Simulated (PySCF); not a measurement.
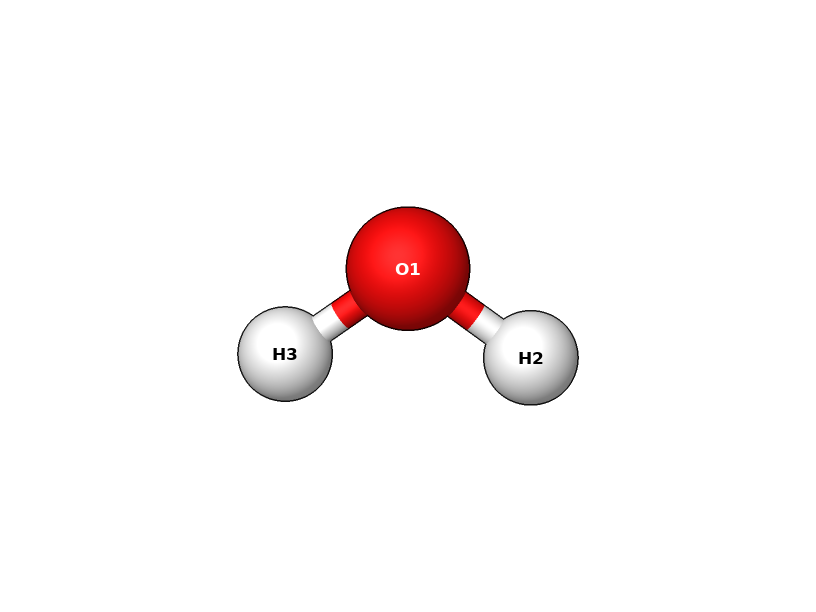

Computed geometry: GFN2-xTB optimisation. No frequency run is at hand to confirm it as a minimum. Method: GIAO PBE0/pcSseg-1 NMR shielding, non-relativistic, gas phase (PySCF 2.14.0), and the same with a continuum solvent (IEF-PCM, Bondi radii x 1.2, gas-phase geometry).

How do dipole (D), HOMO–LUMO gap (eV), σ(O1) (ppm), σ(H2) (ppm) change in cyclohexane (ε = 2.0), benzene (ε = 2.3), chloroform (ε = 4.7), tetrahydrofuran (ε = 7.4), dichloromethane (ε = 8.9), acetone (ε = 20.5), methanol (ε = 32.6), acetonitrile (ε = 35.7), dimethylsulfoxide (ε = 46.8), water (ε = 78.4)?

| medium | dipole (D) | HOMO–LUMO gap (eV) | σ(O1) (ppm) | σ(H2) (ppm) |
| --- | --- | --- | --- | --- |
| gas phase | 2.03 | 10.00 | 336.1 | 30.86 |
| cyclohexane | 2.13 | 10.20 | 339.7 | 30.50 |
| benzene | 2.15 | 10.23 | 340.1 | 30.46 |
| chloroform | 2.21 | 10.36 | 342.2 | 30.22 |
| tetrahydrofuran | 2.24 | 10.41 | 343.0 | 30.13 |
| dichloromethane | 2.25 | 10.43 | 343.2 | 30.10 |
| acetone | 2.27 | 10.48 | 343.9 | 30.02 |
| methanol | 2.28 | 10.49 | 344.1 | 29.99 |
| acetonitrile | 2.28 | 10.49 | 344.2 | 29.99 |
| dimethylsulfoxide | 2.28 | 10.50 | 344.2 | 29.98 |
| water | 2.29 | 10.51 | 344.3 | 29.97 |
